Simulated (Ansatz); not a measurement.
# B2ClH3S: ladder of methods at one geometry, by script

How do the methods compare on B2ClH3S, in result and in cost? The task is a ladder of methods at one geometry, for B2ClH3S. SMILES: BSBCl.

Program: Ansatz 0.2.0 through its Python package. The levels of theory stand in the script. These are calculated values, not measurements.

## (1) Starting point

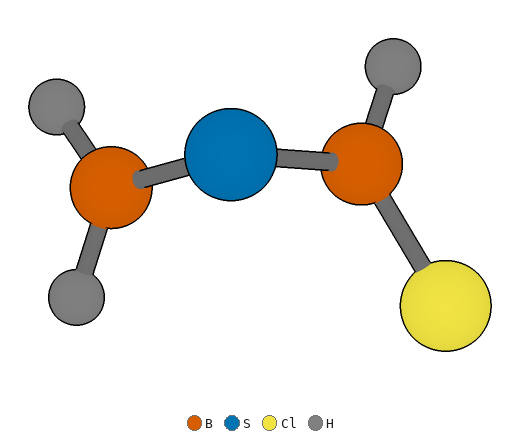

The starting structure, viewed from a chosen angle; boron orange, sulfur blue, chlorine yellow, hydrogen grey.

No structure file is read: the coordinates are typed or built in the script.

## (2) The code

methods_b2clh3s.py reads:

```python
"""B2ClH3S at several levels of theory."""

from pathlib import Path
import argparse

import ansatz as az
import numpy as np

parser = argparse.ArgumentParser(description="B2ClH3S at several levels of theory.")
parser.add_argument("--basis-set", default="def2-SVP", help="basis")
args = parser.parse_args()


def main() -> None:
    system = (
        az.Crystal.molecule()
        .atom("B", [-0.2337, 1.3191, -0.0659])
        .atom("S", [0.6811, 0.3133, 1.1499])
        .atom("B", [0.4229, -1.2394, 0.1047])
        .atom("Cl", [-0.9164, -2.3328, 0.4164])
        .atom("H", [0.2817, 1.8933, -0.9851])
        .atom("H", [-1.4515, 1.4995, 0.0389])
        .atom("H", [1.2772, -1.5209, -0.7045])
    )

    base = system.calculation().basis(gaussian=args.basis_set)

    print("functional    E (Ha)        dipole (D)   HOMO (eV)  LUMO (eV)")
    for name in ["lda", "b3lyp", "r2scan", "hf", "revpbe"]:
        rep = base.functional(name).forces().orbitals().run(threads=1, pin="off", runs_dir="runs").report
        lines = Path(rep["orbitals_path"]).read_text().splitlines()
        field_of = lambda key: [line.split("=")[1].strip() for line in lines if line.startswith(key)]
        orbitals = [(27.211386 * float(e), s, float(n)) for e, s, n in zip(field_of("Ene="), field_of("Spin="), field_of("Occup="))]
        homo = max(e for e, _, n in orbitals if n > 0.5)
        lumo = min(e for e, _, n in orbitals if n < 0.5)
        dipole = 4.803205 * np.linalg.norm(rep["charge_distribution"]["dipole_moment_e_ang"])
        print(f"{name:10s} {rep['free_energy_ev'] / 27.211386246:14.6f} {dipole:9.3f} {homo:11.3f} {lumo:10.3f}")


if __name__ == "__main__":
    main()
```

## (3) What the engine is handed

The package turns the script's settings into the engine's input (first run):

```yaml
crystal:
  periodic: [false, false, false]
  atoms:
    - { symbol: B, position_ang: [-0.2337, 1.3191, -0.0659] }
    - { symbol: S, position_ang: [0.6811, 0.3133, 1.1499] }
    - { symbol: B, position_ang: [0.4229, -1.2394, 0.1047] }
    - { symbol: Cl, position_ang: [-0.9164, -2.3328, 0.4164] }
    - { symbol: H, position_ang: [0.2817, 1.8933, -0.9851] }
    - { symbol: H, position_ang: [-1.4515, 1.4995, 0.0389] }
    - { symbol: H, position_ang: [1.2772, -1.5209, -0.7045] }
basis:
  gaussian:
    orbitals: def2-SVP
hamiltonian:
  xc: lda
output:
  orbitals: {}
  forces: true
```

## (4) Launch

Started as:

```console
$ python methods_b2clh3s.py
```

Output:

```text
functional    E (Ha)        dipole (D)   HOMO (eV)  LUMO (eV)
lda           -906.149615     0.616      -5.716     -4.218
b3lyp         -909.648848     0.620      -6.602     -3.180
r2scan        -909.518037     0.694      -5.976     -3.744
hf            -907.869979     1.007      -9.717      0.532
revpbe        -909.437190     0.620      -5.645     -3.877
```

It took 12 s on 1 thread of Arm Neoverse V1, shared host; peak memory 0.21 GiB.

## (5) What changed from run to run

The engine's inputs for some of the other runs:

Run 2, against run 1:

```diff
@@ -15 +15 @@
-  xc: lda
+  xc: b3lyp
```

Run 3, against run 1:

```diff
@@ -15 +15 @@
-  xc: lda
+  xc: r2scan
```

Run 4, against run 1:

```diff
@@ -15 +15 @@
-  xc: lda
+  xc: hf
```

Lines on the test bed's own set-up are left out of the output.

A comment line of the script is reworded here; the code is as run.

## (6) The runs side by side

The 5 runs, in the order started:

| run | functional | energy (eV) | SCF cycles | CPU time (s) |
| --- | --- | --- | --- | --- |
| 1 | lda | -24657.5872 | 20 | 1.4 |
| 2 | b3lyp | -24752.8061 | 16 | 2.6 |
| 3 | r2scan | -24749.2466 | 15 | 4.2 |
| 4 | hf | -24704.4007 | 12 | 0.95 |
| 5 | revpbe | -24747.0466 | 16 | 2 |

Totals under unlike functionals or potentials can't be compared directly.

The fields below are those of run 1.

## (7) Pictures from the orbitals

Orbitals, density, ELF and potential are computed afterwards from the orbital file.

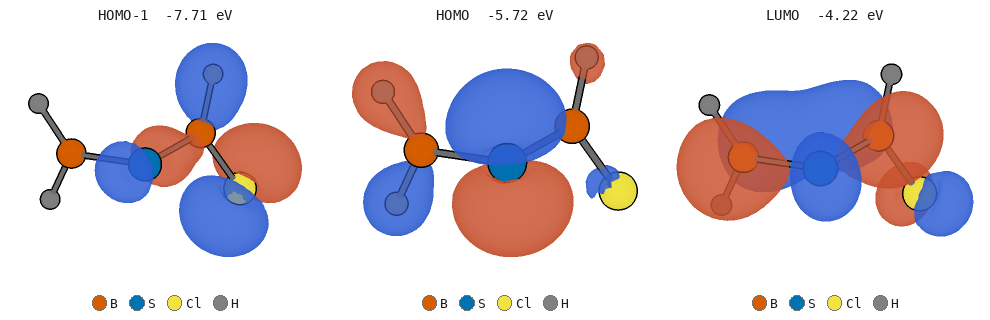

LDA/def2-SVP orbitals near the gap, drawn at the value that encloses 70 % of each; the two colours are the two signs.

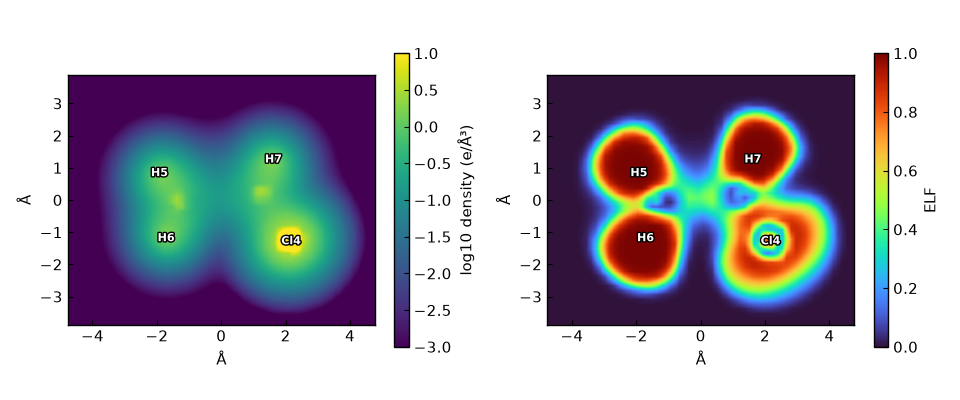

Density (left) and ELF (right) in a plane through or near 4 of the atoms.

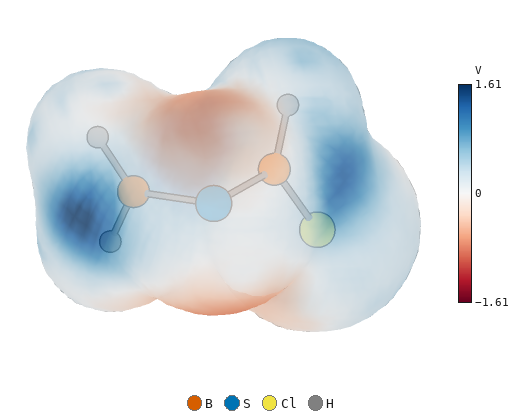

Electrostatic potential on the surface of density 0.002 e/bohr³; red is low, blue high. It runs, from the 1st to the 99th percentile, from -0.66 V near S2 to 1.61 V near B1.

## (8) Summary of results

| quantity | value |
| --- | --- |
| runs compared | 5 |
| HOMO-LUMO gap of the mean field (LDA/def2-SVP) | 1.50 eV |

The dearest, run 3 (r2scan), took some 4.4 times as long as run 4 (hf). Reading the output:
- The geometry is a force-field or estimated start, not a minimum of this method, and the basis set is short of its limit. A lower total doesn't mark the better method: functionals have no common bound, and MP2 and coupled cluster aren't variational.
- b3lyp holds the VWN-RPA fit, as in Gaussian; the form of ORCA and Turbomole is b3lyp5.
- Levels such as HOMO and LUMO are orbital energies: with these approximate functionals they aren't the ionisation energy and electron affinity, and their gap isn't the fundamental gap.
